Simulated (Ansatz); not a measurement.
Reaction (SMILES): ClCCl → Cl[CH]Cl + H atom
B3LYP-D3(BJ)/def2-TZVP geometries, fixed; electronic energies without zero-point terms.
Largest species:
```
C
H 1 1.0832
H 1 1.0832 2 111.91
Cl 1 1.7804 2 108.02 3 118.77
Cl 1 1.7804 2 108.02 3 -118.77
```
Charge 0, spin multiplicity 1.

Basis-set convergence of the bond dissociation energy at HF with Ansatz (a first-principles code). Cartesian d functions, on some or all atoms, in 6-31+G*, 6-311G**; all else is spherical. Open shells are unrestricted. No added dispersion term, no relativity. Functions are those of the species that has most. Reference: the value in aug-pcseg-3, 79.99 kcal/mol, itself unsure by roughly 0.08 kcal/mol (its mean distance from aug-cc-pV(Q+d)Z, cc-pV(5+d)Z, def2-QZVPPD). Deviations are taken from unrounded values.

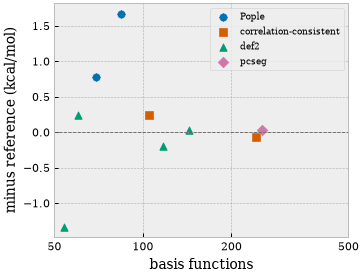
Fig. 1. Deviation from the reference against the number of basis functions, by family of sets.

```tsv
basis	functions	bond dissociation energy (kcal/mol)	minus reference (kcal/mol)
def2-SV(P)	54	78.66	-1.33
def2-SVP	60	80.23	0.24
6-31+G*	69	80.78	0.78
6-311G**	84	81.66	1.67
aug-cc-pV(D+d)Z	105	80.24	0.25
def2-TZVP	117	79.80	-0.19
def2-TZVPP	143	80.02	0.03
cc-pV(Q+d)Z	243	79.92	-0.07
pcseg-3	254	80.02	0.03
```
